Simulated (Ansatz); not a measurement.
# GaNH₆O: nudged elastic band (part 1 of 2)

System: GaNH₆O.
Method: RKS PBE0/def2-SVPD (Ansatz 0.2.0).

It belongs to a series of runs on one base structure; here: band between the two ends. Figures and captions count atoms from 1; the log counts them from 0 in places.

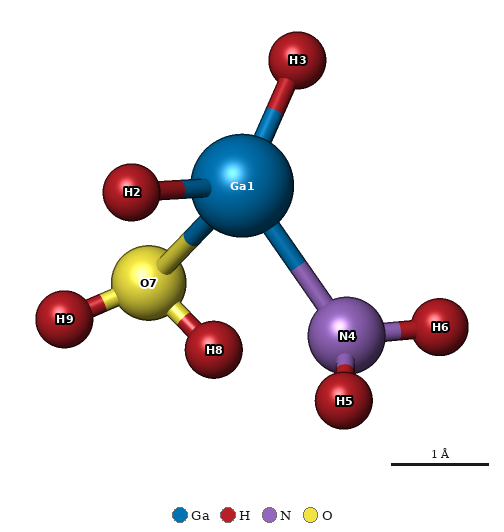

Figure 1. The starting structure (ball-and-stick view, seen at a tilt; atoms are numbered from 1 in the order of the input). Sticks mark near contacts. Bond lengths as drawn: Ga–H 1.56 to 1.57 Å, Ga–N 1.89 Å, Ga–O 2.20 Å, H–N 1.01 Å and H–O 0.96 to 0.99 Å.

Input file:
```yaml
crystal:
  periodic: [false, false, false]
  atoms:
    - { symbol: Ga, position_ang: [0.083144, -0.081202, 0.06936] }
    - { symbol: H, position_ang: [0.007859, -0.924109, 1.391004] }
    - { symbol: H, position_ang: [1.352315, 0.144614, -0.812735] }
    - { symbol: "N", position_ang: [-1.589489, 0.25539, -0.75348] }
    - { symbol: H, position_ang: [-2.391118, -0.30044, -0.475773] }
    - { symbol: H, position_ang: [-1.627042, 0.390424, -1.757985] }
    - { symbol: O, position_ang: [-0.312999, 1.937469, 0.845149] }
    - { symbol: H, position_ang: [-1.155682, 1.796516, 0.344809] }
    - { symbol: H, position_ang: [-0.532887, 2.01124, 1.779449] }
basis:
  gaussian: { orbitals: def2-SVPD }
hamiltonian:
  xc: pbe0
neb:
  order_check: false
  images: 9
  f_tol: 0.03
  max_iterations: 60
  final_atoms:
    - { symbol: Ga, position_ang: [-0.11421545, 0.61134245, -0.53201007] }
    - { symbol: H, position_ang: [-0.08019013, -0.2130822, 2.68572565] }
    - { symbol: H, position_ang: [1.23708078, -0.13289519, -0.62439042] }
    - { symbol: "N", position_ang: [-1.68960572, -0.02171842, -1.17424215] }
    - { symbol: H, position_ang: [-1.78814666, -0.91224609, -1.64027178] }
    - { symbol: H, position_ang: [-2.57330936, 0.46308635, -1.10646962] }
    - { symbol: O, position_ang: [-0.13287551, 2.23085101, 0.25244615] }
    - { symbol: H, position_ang: [-0.98064197, 2.68179602, 0.27721492] }
    - { symbol: H, position_ang: [-0.04399498, 0.52276807, 2.49179531] }
  initial_path:
    images:
      - { positions_ang: [[0.083144, -0.081202, 0.06936], [0.007859, -0.924109, 1.391004], [1.352315, 0.144614, -0.812735], [-1.589489, 0.25539, -0.75348], [-2.391118, -0.30044, -0.475773], [-1.627042, 0.390424, -1.757985], [-0.312999, 1.937469, 0.845149], [-1.155682, 1.796516, 0.344809], [-0.532887, 2.01124, 1.779449]] }
      - { positions_ang: [[0.06589551, -0.06598404, 0.05823159], [-0.00021845, -0.73816636, 1.49949569], [1.35552018, 0.11190921, -0.80024505], [-1.6034851, 0.20452748, -0.79815146], [-2.37999626, -0.40237347, -0.55743033], [-1.68024869, 0.47547142, -1.72911786], [-0.30255498, 1.94325492, 0.8076892], [-1.16333091, 1.89261157, 0.3614237], [-0.45748029, 1.80865126, 1.78790252]] }
      - { positions_ang: [[0.04864702, -0.05076608, 0.04710318], [-0.0082959, -0.55222371, 1.60798739], [1.35872535, 0.07920442, -0.78775511], [-1.6174812, 0.15366496, -0.84282291], [-2.36887451, -0.50430693, -0.63908767], [-1.73345539, 0.56051884, -1.70025072], [-0.29211097, 1.94904084, 0.7702294], [-1.17097983, 1.98870714, 0.37803841], [-0.38207358, 1.60606253, 1.79635604]] }
      - { positions_ang: [[0.03139852, -0.03554813, 0.03597477], [-0.01637334, -0.36628107, 1.71647908], [1.36193053, 0.04649964, -0.77526516], [-1.6314773, 0.10280244, -0.88749437], [-2.35775277, -0.6062404, -0.720745], [-1.78666208, 0.64556626, -1.67138358], [-0.28166695, 1.95482676, 0.73276959], [-1.17862874, 2.08480271, 0.39465311], [-0.30666688, 1.40347379, 1.80480955]] }
      - { positions_ang: [[0.01415003, -0.02033017, 0.02484636], [-0.02445079, -0.18033843, 1.82497078], [1.36513571, 0.01379485, -0.76277521], [-1.64547339, 0.05193991, -0.93216582], [-2.34663102, -0.70817387, -0.80240234], [-1.83986878, 0.73061368, -1.64251644], [-0.27122294, 1.96061268, 0.69530979], [-1.18627765, 2.18089829, 0.41126781], [-0.23126017, 1.20088506, 1.81326307]] }
      - { positions_ang: [[-0.00309846, -0.00511221, 0.01371795], [-0.03252824, 0.00560422, 1.93346247], [1.36834089, -0.01890994, -0.75028526], [-1.65946949, 0.00107739, -0.97683728], [-2.33550928, -0.81010733, -0.88405967], [-1.89307547, 0.8156611, -1.6136493], [-0.26077892, 1.9663986, 0.65784999], [-1.19392657, 2.27699386, 0.42788252], [-0.15585346, 0.99829632, 1.82171659]] }
      - { positions_ang: [[-0.02532186, 0.11817872, -0.09542766], [-0.04206062, -0.03813307, 2.08391511], [1.34208886, -0.04170699, -0.72510629], [-1.66549674, -0.00348177, -1.01631825], [-2.22603675, -0.83053508, -1.03530209], [-2.02912225, 0.74514615, -1.51221336], [-0.23519824, 2.01928908, 0.57676922], [-1.15126965, 2.35795429, 0.397749], [-0.13348176, 0.90319067, 1.95573233]] }
      - { positions_ang: [[-0.04754526, 0.24146966, -0.20457326], [-0.051593, -0.08187035, 2.23436774], [1.31583684, -0.06450404, -0.69992732], [-1.67152398, -0.00804093, -1.05579923], [-2.11656423, -0.85096284, -1.18654451], [-2.16516903, 0.6746312, -1.41077743], [-0.20961755, 2.07217956, 0.49568845], [-1.10861273, 2.43891472, 0.36761548], [-0.11111007, 0.80808502, 2.08974808]] }
      - { positions_ang: [[-0.06976865, 0.36476059, -0.31371886], [-0.06112537, -0.12560763, 2.38482038], [1.28958482, -0.08730109, -0.67474835], [-1.67755123, -0.0126001, -1.0952802], [-2.00709171, -0.87139059, -1.33778694], [-2.3012158, 0.60411625, -1.30934149], [-0.18403687, 2.12507004, 0.41460769], [-1.06595581, 2.51987516, 0.33748196], [-0.08873837, 0.71297937, 2.22376382]] }
      - { positions_ang: [[-0.09199205, 0.48805152, -0.42286447], [-0.07065775, -0.16934491, 2.53527302], [1.2633328, -0.11009814, -0.64956939], [-1.68357847, -0.01715926, -1.13476118], [-1.89761918, -0.89181834, -1.48902936], [-2.43726258, 0.5336013, -1.20790556], [-0.15845619, 2.17796053, 0.33352692], [-1.02329889, 2.60083559, 0.30734844], [-0.06636668, 0.61787372, 2.35777957]] }
      - { positions_ang: [[-0.11421545, 0.61134245, -0.53201007], [-0.08019013, -0.2130822, 2.68572565], [1.23708078, -0.13289519, -0.62439042], [-1.68960572, -0.02171842, -1.17424215], [-1.78814666, -0.91224609, -1.64027178], [-2.57330936, 0.46308635, -1.10646962], [-0.13287551, 2.23085101, 0.25244615], [-0.98064197, 2.68179602, 0.27721492], [-0.04399498, 0.52276807, 2.49179531]] }
```

Run on 4 threads of Arm Neoverse V1, 24 GiB of memory available, shared host.

Run as:
```bash
ansatz run input.yaml --threads 4 --pin off --max-ram 5120MiB --backend cpu --events-out ev --progress --plain --runs-dir out
```

Output:
```
Engine: ansatz 0.2.0, aarch64-unknown-linux-gnu
Functional definition: PBE0
  parameter a = 0.25
  parameter kappa = 0.804
  parameter beta = 0.06672455060314922
  exchange = (1 - a)*pbe_x(kappa = kappa, mu = beta*pi^2/3) + a*exact_x
  correlation = pbe_c(beta = beta)
1339 factors; integrals over basis functions are off by at most 4.1e-4 eV
mean field evaluation 1: about -55985.2712 eV, gradient 6.8e1 eV
mean field evaluation 2: about -55970.4216 eV, gradient 1.0e2 eV
mean field evaluation 4: about -55993.5212 eV, gradient 5.8e0 eV
mean field evaluation 8: about -55993.5862 eV, gradient 7.5e-2 eV
mean field -55993.58624156 eV, -2057.7263405615 hartree, gradient 7.2e-5 eV, S^2 0.000000; 0 other end points of the search recorded, 0 dependent functions left out
the calculation of the forces begins
reference -55993.58627987 eV, -2057.7263419694 hartree; 26, 26 occupied and 103, 103 virtual orbitals, 1339 factors
1339 factors; integrals over basis functions are off by at most 1.4e-3 eV
mean field evaluation 16: about -55982.5715 eV, gradient 7.6e1 eV
mean field -55993.29496612 eV, -2057.7156363863 hartree, gradient 6.3e-5 eV, S^2 0.000000; 0 other end points of the search recorded, 0 dependent functions left out
[... from here on the field's lines of each further geometry are left out, up to the last ...]
NEB iter   1: max|band force component| = 5.852e0 eV/Å  barrier→ = 2.5516 eV  barrier← = 2.2604 eV  Δτ_max = 0.2000 Å  (284 SCF iters)
NEB iter   2: max|band force component| = 2.133e0 eV/Å  barrier→ = 1.6157 eV  barrier← = 1.3244 eV  Δτ_max = 0.2000 Å  (266 SCF iters)
NEB iter   3: max|band force component| = 5.309e0 eV/Å  barrier→ = 1.4337 eV  barrier← = 1.1424 eV  Δτ_max = 0.1002 Å  (262 SCF iters)
NEB iter   4: max|band force component| = 7.735e-1 eV/Å  barrier→ = 1.3788 eV  barrier← = 1.0875 eV  Δτ_max = 0.0788 Å  (255 SCF iters)
NEB iter   5: max|band force component| = 4.047e-1 eV/Å  barrier→ = 1.3674 eV  barrier← = 1.0761 eV  CI = image 5  Δτ_max = 0.0748 Å  (233 SCF iters)
NEB iter   6: max|band force component| = 2.839e-1 eV/Å  barrier→ = 1.3935 eV  barrier← = 1.1023 eV  CI = image 5  Δτ_max = 0.0475 Å  (242 SCF iters)
NEB iter   7: max|band force component| = 1.096e-1 eV/Å  barrier→ = 1.3888 eV  barrier← = 1.0976 eV  CI = image 5  Δτ_max = 0.0684 Å  (228 SCF iters)
NEB iter   8: max|band force component| = 3.563e-1 eV/Å  barrier→ = 1.3846 eV  barrier← = 1.0933 eV  CI = image 5  Δτ_max = 0.0343 Å  (229 SCF iters)
NEB iter   9: max|band force component| = 1.154e-1 eV/Å  barrier→ = 1.3820 eV  barrier← = 1.0907 eV  CI = image 5  Δτ_max = 0.0684 Å  (231 SCF iters)
NEB iter  10: max|band force component| = 7.679e-2 eV/Å  barrier→ = 1.3751 eV  barrier← = 1.0838 eV  CI = image 5  Δτ_max = 0.0685 Å  (229 SCF iters)
NEB iter  11: max|band force component| = 1.077e-1 eV/Å  barrier→ = 1.3663 eV  barrier← = 1.0751 eV  CI = image 5  Δτ_max = 0.0684 Å  (223 SCF iters)
NEB iter  12: max|band force component| = 1.422e-1 eV/Å  barrier→ = 1.3563 eV  barrier← = 1.0651 eV  CI = image 5  Δτ_max = 0.1362 Å  (223 SCF iters)
NEB iter  13: max|band force component| = 2.295e-1 eV/Å  barrier→ = 1.3338 eV  barrier← = 1.0426 eV  CI = image 5  Δτ_max = 0.1364 Å  (246 SCF iters)
NEB iter  14: max|band force component| = 3.170e-1 eV/Å  barrier→ = 1.3102 eV  barrier← = 1.0189 eV  CI = image 5  Δτ_max = 0.1365 Å  (243 SCF iters)
NEB iter  15: max|band force component| = 3.949e-1 eV/Å  barrier→ = 1.2881 eV  barrier← = 0.9968 eV  CI = image 5  Δτ_max = 0.1370 Å  (239 SCF iters)
NEB iter  16: max|band force component| = 4.536e-1 eV/Å  barrier→ = 1.2695 eV  barrier← = 0.9783 eV  CI = image 5  Δτ_max = 0.1370 Å  (241 SCF iters)
NEB iter  17: max|band force component| = 4.776e-1 eV/Å  barrier→ = 1.2533 eV  barrier← = 0.9621 eV  CI = image 5  Δτ_max = 0.1368 Å  (242 SCF iters)
NEB iter  18: max|band force component| = 4.395e-1 eV/Å  barrier→ = 1.2362 eV  barrier← = 0.9449 eV  CI = image 5  Δτ_max = 0.1361 Å  (245 SCF iters)
NEB iter  19: max|band force component| = 3.023e-1 eV/Å  barrier→ = 1.2179 eV  barrier← = 0.9267 eV  CI = image 5  Δτ_max = 0.1356 Å  (243 SCF iters)
NEB iter  20: max|band force component| = 2.458e-1 eV/Å  barrier→ = 1.2129 eV  barrier← = 0.9216 eV  CI = image 5  Δτ_max = 0.1353 Å  (243 SCF iters)
NEB iter  21: max|band force component| = 1.401e-1 eV/Å  barrier→ = 1.2067 eV  barrier← = 0.9154 eV  CI = image 5  Δτ_max = 0.1072 Å  (235 SCF iters)
NEB iter  22: max|band force component| = 8.598e-2 eV/Å  barrier→ = 1.2061 eV  barrier← = 0.9149 eV  CI = image 5  Δτ_max = 0.0916 Å  (226 SCF iters)
NEB iter  23: max|band force component| = 1.238e-1 eV/Å  barrier→ = 1.2053 eV  barrier← = 0.9140 eV  CI = image 5  Δτ_max = 0.0263 Å  (224 SCF iters)
NEB iter  24: max|band force component| = 7.589e-2 eV/Å  barrier→ = 1.2049 eV  barrier← = 0.9136 eV  CI = image 5  Δτ_max = 0.0183 Å  (217 SCF iters)
NEB iter  25: max|band force component| = 3.019e-2 eV/Å  barrier→ = 1.2048 eV  barrier← = 0.9135 eV  CI = image 5  Δτ_max = 0.0456 Å  (220 SCF iters)
NEB iter  26: max|band force component| = 4.468e-2 eV/Å  barrier→ = 1.2048 eV  barrier← = 0.9135 eV  CI = image 5  Δτ_max = 0.0140 Å  (193 SCF iters)
the calculation of the forces begins
reference -55993.29467879 eV, -2057.7156258274 hartree; 26, 26 occupied and 103, 103 virtual orbitals, 1339 factors
1340 factors; integrals over basis functions are off by at most 1.1e-3 eV
mean field evaluation 1632: about -55957.3357 eV, gradient 1.3e2 eV
mean field -55992.38145829 eV, -2057.6820655929 hartree, gradient 7.5e-5 eV, S^2 0.000000; 1 other end points of the search recorded, 0 dependent functions left out
the calculation of the forces begins
reference -55992.38149831 eV, -2057.6820670636 hartree; 26, 26 occupied and 103, 103 virtual orbitals, 1340 factors
NEB iter  27: max|band force component| = 1.344e-2 eV/Å  barrier→ = 1.2048 eV  barrier← = 0.9135 eV  CI = image 5  Δτ_max = 0.0000 Å  (423 SCF iters)
```
